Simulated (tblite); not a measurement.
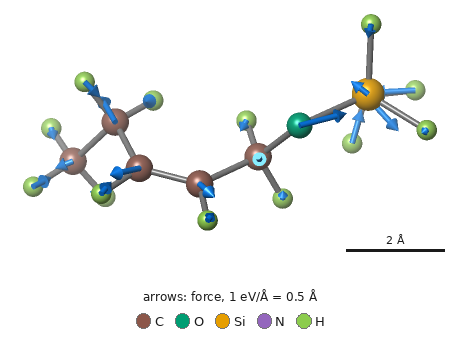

Starting geometry of C5H13NOSi with the computed forces as blue arrows. A ball-and-stick model, seen from a free direction.

Level of theory: GFN2-xTB geometry optimisation, gas phase in tblite 0.8.0. 

Q: Is this structure relaxed? If not, where do the atoms go?

A: It isn't relaxed: the largest force vector, on the N atom, is 2.28 eV/Å. The final displacements have little in common with the starting forces (cosine between the two patterns 0.20). The largest moves after the best rigid fit, 1.55 Å, are those of O and H atoms. Largest moves by element: H 1.55 Å, O 1.54 Å, C 0.74 Å, N 0.62 Å, Si 0.51 Å. Near-neighbour distances that change, for instance: N–Si 1.813 → 1.729 Å, O–Si 1.702 → 1.620 Å, H–N 1.062 → 1.006 Å, C–C 1.459 → 1.498 Å. Among the angles between lasting bonds that change: O–Si–H 111.7° → 97.5°, C–O–Si 114.1° → 128.0°, Si–N–H 105.0° → 118.5°. Groups turn about C–O by about 105°, O–Si by about 65°, C–C by about 35°. After 185 geometry steps the energy has fallen by 0.895 eV.
